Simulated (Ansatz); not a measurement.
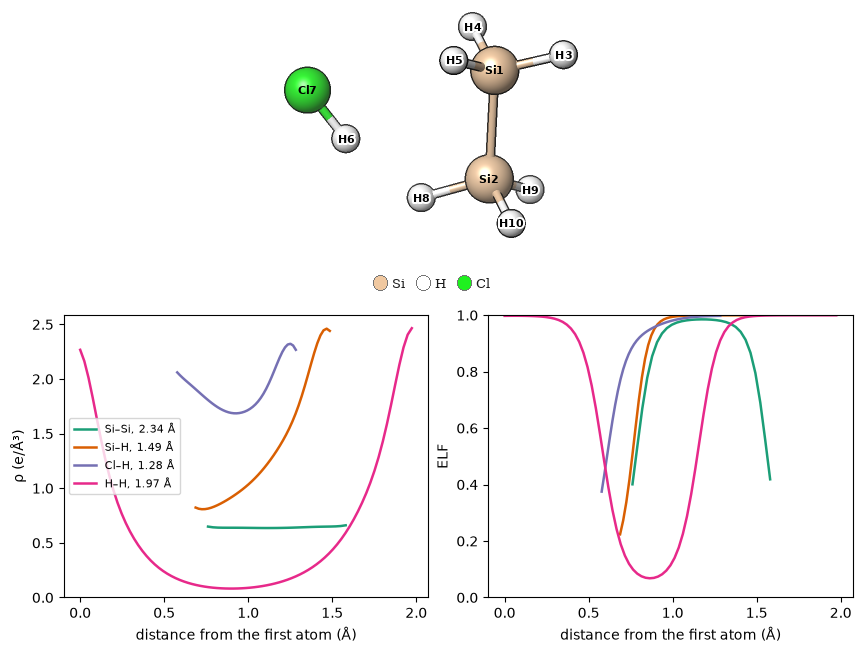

Figure. H6Si2···HCl. Total electron density and ELF along straight lines between neighbouring atoms. The curves leave out the atomic cores. The structure is drawn too.

The reactant side of a reaction path; geometry: PBE0-D4/def2-TZVP.

Theory: RKS PBE0-D4/def2-TZVPP (Ansatz 0.2.0).

```xyz
10

Si   -0.4646    0.5308   -1.1931
Si    0.7921   -1.0676   -0.0333
H    -0.3479    0.2609   -2.6515
H    -1.8938    0.4472   -0.7971
H     0.0525    1.8940   -0.9091
H    -0.3124    0.5997    2.3047
Cl   -1.0519    1.6173    2.5580
H     0.7134   -0.8493    1.4428
H     0.2856   -2.4385   -0.3056
H     2.2269   -0.9944   -0.4157
```

**What can be read from the curves?**

Si–Si (2.34 Å): the density is about 0.64 e/Å³ at the midpoint; the ELF peaks at about 1 between the atoms; a shared electron pair.
Si–H (1.49 Å): ρ at the midpoint is about 0.81 e/Å³; the ELF climbs to about 1 towards the hydrogen, as it does in any bond to H.
Cl–H (1.28 Å): the density is about 2 e/Å³ at the midpoint; the ELF climbs to about 1 towards the hydrogen.
H6···H8 (1.97 Å): the density falls to about 0.08 e/Å³ on the way; the ELF dips to about 0.05 between them.
